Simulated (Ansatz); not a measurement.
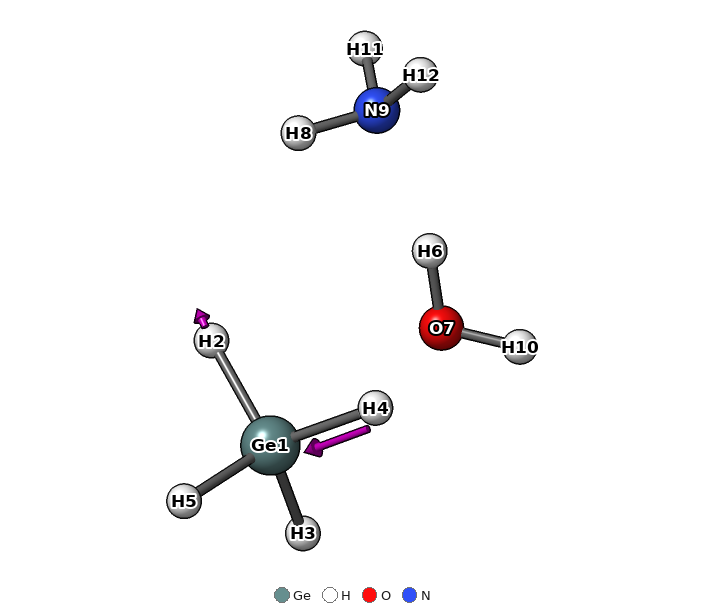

The arrows show one normal mode. Harmonic vibrations computed with RKS PBE0-D4/def2-TZVP (Ansatz 0.2.0) at a stationary point of the same level.

Question: Describe the motion.

Answer: Mostly Ge–H stretching.

Question: Estimate its harmonic wavenumber.

Answer: 2170 cm⁻¹; it is mode 24 of 30 counted from the lowest.
